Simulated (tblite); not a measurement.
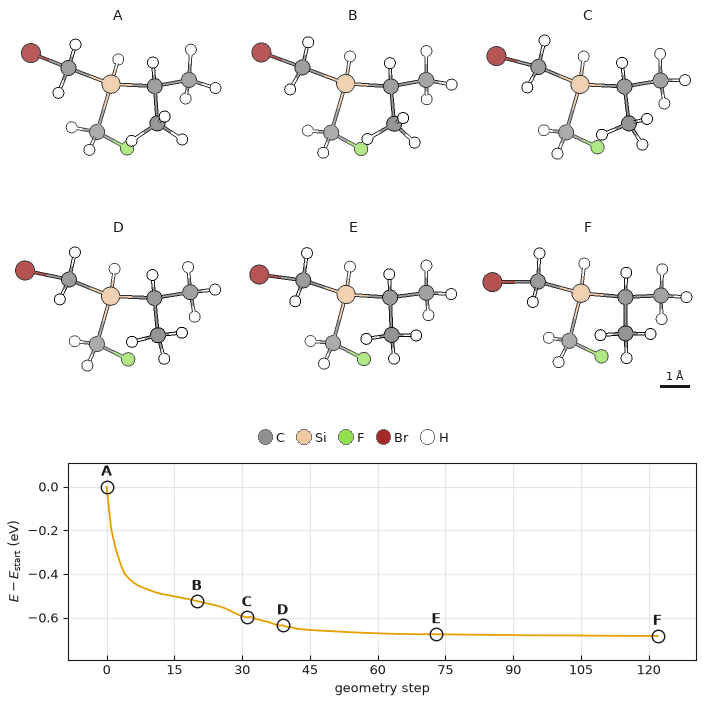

Frames of a relaxation of C5H12BrFSi, marked on the history of the run. The picture is a ball-and-stick view, seen at a tilt.

Method: GFN2-xTB geometry optimisation, gas phase (tblite 0.8.0). 

### Describe the path.

The energy falls by 0.684 eV in 122 geometry steps. The largest move after the best rigid fit is that of an H atom, 1.03 Å. Largest moves by element: H 1.03 Å, Br 0.74 Å, C 0.26 Å, F 0.25 Å, Si 0.11 Å. Some distances before and after: C–Si 1.871 → 1.925 Å, C–Si 1.860 → 1.911 Å, C–H 1.130 → 1.096 Å, C–Si 1.884 → 1.914 Å. Among the angles between lasting bonds that change: F–C–H 113.8° → 106.3°, Si–C–H 106.8° → 114.2°, Si–C–H 106.3° → 112.5°. Groups turn about C–C by about 45°, C–Si by about 20°. From step 0 to 20: an H atom moves most (0.23 Å), energy −0.524 eV. From step 20 to 31: an H atom moves most (0.35 Å), energy −0.075 eV. From step 31 to 39: an H atom moves most (0.30 Å), energy −0.037 eV. From step 39 to 73: an H atom moves most (0.18 Å), energy −0.041 eV. From step 73 to 122: the Br atom moves most (0.29 Å), energy −0.008 eV.
